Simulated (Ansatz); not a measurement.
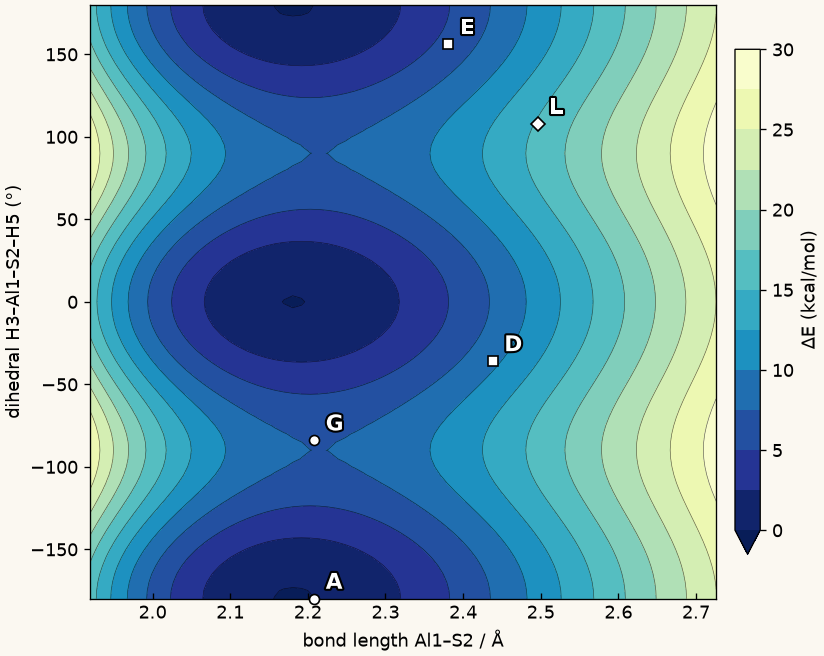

AlH3S, SMILES [AlH2][SH]. Coordinates scanned: (1) bond length Al1–S2; (2) dihedral H3–Al1–S2–H5. Nothing is relaxed (all other coordinates rigid). Grid: 15 × 15 points; 120 points were computed and 105 follow by symmetry. Points are written as (first, second). All energies are given in kcal/mol relative to the lowest grid point. Method: RKS PBE0-D4/def2-TZVP (Ansatz 0.2.0).

The picture shows filled contours, lettered points. Between grid points the surface is interpolated.

Is D the lowest point of the computed grid?

No. D lies 9.5 kcal/mol above the lowest grid point, which is at (2.208 Å, −180°).

Rank the lettered points by energy, lowest first.

A (0.0 kcal/mol), E (5.8 kcal/mol), G (7.4 kcal/mol), D (9.5 kcal/mol), L (15.2 kcal/mol).

What kind of point is each of A, D, E, G, L: minimum, saddle, maximum or slope?

A: minimum; D: on a slope; E: on a slope; G: saddle point; L: on a slope. (In these two coordinates alone; a stationary point may lie a little off the grid point.)
